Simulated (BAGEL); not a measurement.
# CH3AlCl (SMILES [CH3][Al][Cl]) at ROHF/def2-SVPD (density fitting with qzvpp-jkfit)

What is the energy change on altering one bond length of CH3AlCl at ROHF/def2-SVPD (density fitting with qzvpp-jkfit)? 

The results are computed with BAGEL 1.2.2.

2 further runs of the same task are left out: 2 set aside as unsound or not needed.

## (1) Starting point

The species is CH3AlCl (6 atoms), meant as a doublet with charge 0. SMILES: `[CH3][Al][Cl]`. The shape is that of a PBE0-D4/def2-TZVP optimisation.

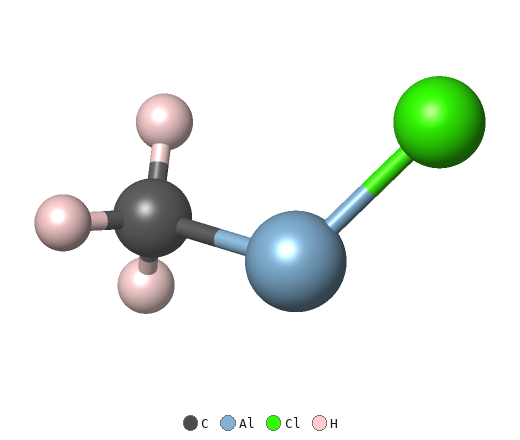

Viewed from a chosen angle; carbon dark grey, aluminium light blue, chlorine green, hydrogen pink.

## (2) A single-point energy at ROHF/def2-SVPD (density fitting with qzvpp-jkfit)

The input, input.json:

```json
{ "bagel": [

{
  "title": "molecule",
  "basis": "def2-svpd.json",
  "df_basis": "qzvpp-jkfit",
  "angstrom": "true",
  "geometry": [
    { "atom": "C", "xyz": [      -0.441400,       0.449000,      -0.287200 ] },
    { "atom": "Al", "xyz": [       0.123100,      -1.352900,       0.254500 ] },
    { "atom": "Cl", "xyz": [       2.028600,      -1.546300,       1.168800 ] },
    { "atom": "H", "xyz": [       0.335300,       1.177300,      -0.041400 ] },
    { "atom": "H", "xyz": [      -1.368200,       0.727800,       0.222100 ] },
    { "atom": "H", "xyz": [      -0.635200,       0.481000,      -1.363100 ] }
  ]
},

{ "title": "rohf", "nopen": 1 },

{ "title": "print", "file": "orbitals.molden", "orbitals": "true" }

]}
```

The basis set def2-SVPD is read from a file made from the Basis Set Exchange's data (not shown).

The run is started by

```bash
$ BAGEL_NUM_THREADS=1 BAGEL input.json > input.out
```

Log:

```text
* using 1 threads per process

  ===============================================================
  ===============================================================

  *** Geometry ***

  { "atom" : "C", "xyz" : [     -0.834125,      0.848487,     -0.542729 ] },
  { "atom" : "Al", "xyz" : [      0.232625,     -2.556610,      0.480935 ] },
  { "atom" : "Cl", "xyz" : [      3.833498,     -2.922084,      2.208712 ] },
  { "atom" : "H", "xyz" : [      0.633625,      2.224775,     -0.078235 ] },
  { "atom" : "H", "xyz" : [     -2.585523,      1.375343,      0.419708 ] },
  { "atom" : "H", "xyz" : [     -1.200354,      0.908958,     -2.575886 ] },

  Number of auxiliary basis functions:      385

  Since a DF basis is specified, we compute 2- and 3-index integrals:
    o Being stored without compression. Storage requirement is 0.028 GB

  Number of basis functions:       95
  Number of electrons      :       39

    * METHOD: MOLECULE                             0.14

  *** Open-shell HF ***

  === Nuclear Repulsion ===
   116.1503370439

      * DIIS with orbital gradients will be used.

  === ROHF iteration (def2-svpd.json) ===
      0       -740.68357546          0.02976375           0.10
      1       -740.80662130          0.01574585           0.10
      2       -740.83240103          0.00699282           0.10
      3       -740.83917622          0.00142674           0.10
      4       -740.84053487          0.00046479           0.10
      5       -740.84078849          0.00019898           0.10
      6       -740.84083756          0.00004155           0.10
      7       -740.84085663          0.00001166           0.10
      8       -740.84085937          0.00000383           0.10
      9       -740.84085968          0.00000140           0.10
     10       -740.84085971          0.00000046           0.10
     11       -740.84085973          0.00000025           0.10
     12       -740.84085973          0.00000007           0.10
     13       -740.84085974          0.00000003           0.10
     14       -740.84085974          0.00000001           0.10
     15       -740.84085974          0.00000000           0.10
    * SCF iteration converged.

    * S^2 (ROHF) is 0.7500

    * Permanent dipole moment:
           (    0.739830,    -0.179609,     0.371222) a.u.

    * METHOD: ROHF                                 1.78

    * METHOD: PRINT                                0.02

  ===============================================================
```

Wall time 2.1 s (1 thread of Arm Neoverse V1, shared host); peak memory 0.11 GiB.

## (3) The distorted shape at the same level

The input, job.json:

```json
{ "bagel": [

{
  "title": "molecule",
  "basis": "def2-svpd.json",
  "df_basis": "qzvpp-jkfit",
  "angstrom": true,
  "geometry": [
    { "atom": "C", "xyz": [   -0.412336,    0.444201,   -0.125850 ] },
    { "atom": "Al", "xyz": [    0.152164,   -1.357699,    0.415850 ] },
    { "atom": "Cl", "xyz": [    2.057664,   -1.551099,    1.330150 ] },
    { "atom": "H", "xyz": [    0.364364,    1.172501,    0.119950 ] },
    { "atom": "H", "xyz": [   -1.339136,    0.723001,    0.383450 ] },
    { "atom": "H", "xyz": [   -0.635200,    0.481000,   -1.363100 ] }
  ]
},
{
  "title": "rohf",
  "nopen": 1
},
{
  "title": "print",
  "file": "orbitals.molden",
  "orbitals": true
}

]}
```

The basis set def2-SVPD is read from a file made from the Basis Set Exchange's data (not shown).

The run is started by

```bash
$ BAGEL_NUM_THREADS=1 BAGEL job.json > job.out
```

Log:

```text
* using 1 threads per process

  ===============================================================
  ===============================================================

  *** Geometry ***

  { "atom" : "C", "xyz" : [     -0.779202,      0.839418,     -0.237822 ] },
  { "atom" : "Al", "xyz" : [      0.287548,     -2.565679,      0.785843 ] },
  { "atom" : "Cl", "xyz" : [      3.888421,     -2.931152,      2.513619 ] },
  { "atom" : "H", "xyz" : [      0.688548,      2.215706,      0.226673 ] },
  { "atom" : "H", "xyz" : [     -2.530600,      1.366274,      0.724615 ] },
  { "atom" : "H", "xyz" : [     -1.200354,      0.908958,     -2.575886 ] },

  Number of auxiliary basis functions:      385

  Since a DF basis is specified, we compute 2- and 3-index integrals:
    o Being stored without compression. Storage requirement is 0.028 GB

  Number of basis functions:       95
  Number of electrons      :       39

    * METHOD: MOLECULE                             0.15

  *** Open-shell HF ***

  === Nuclear Repulsion ===
   115.5529677597

      * DIIS with orbital gradients will be used.

  === ROHF iteration (def2-svpd.json) ===
      0       -740.67654059          0.02813669           0.10
      1       -740.79370025          0.01518885           0.10
      2       -740.81899866          0.00705065           0.11
      3       -740.82610037          0.00146957           0.10
      4       -740.82756816          0.00050335           0.10
      5       -740.82784748          0.00021121           0.10
      6       -740.82790230          0.00004243           0.11
      7       -740.82792271          0.00001156           0.10
      8       -740.82792554          0.00000397           0.10
      9       -740.82792584          0.00000141           0.10
     10       -740.82792586          0.00000052           0.11
     11       -740.82792588          0.00000031           0.10
     12       -740.82792588          0.00000012           0.11
     13       -740.82792589          0.00000007           0.11
     14       -740.82792589          0.00000003           0.10
     15       -740.82792589          0.00000001           0.10
     16       -740.82792589          0.00000001           0.11
    * SCF iteration converged.

    * S^2 (ROHF) is 0.7500

    * Permanent dipole moment:
           (    0.724854,    -0.169928,     0.329041) a.u.

    * METHOD: ROHF                                 1.91

    * METHOD: PRINT                                0.02

  ===============================================================
```

Run time: 2.2 s. Hardware: 1 thread of Arm Neoverse V1, shared host; peak memory 0.1 GiB.

## (4) Summary of results

At ROHF/def2-SVPD (density fitting with qzvpp-jkfit):

| quantity | value |
| --- | --- |
| first shape: total energy | -740.84086 Eh |
| first shape: dipole moment | 2.15 D |
| first shape: ⟨S²⟩ | 0.750 |
| distorted shape: total energy | -740.82793 Eh |
| distorted shape: dipole moment | 2.07 D |
| distorted shape: ⟨S²⟩ | 0.750 |
| energy change with the C1–H6 bond stretched from 1.094 to 1.258 Å | 0.352 eV |

What this shows: With the C1–H6 bond stretched from 1.094 to 1.258 Å the energy rises by 0.35 eV (34.0 kJ/mol). The first shape isn't relaxed at this level, so the change isn't measured from a minimum.
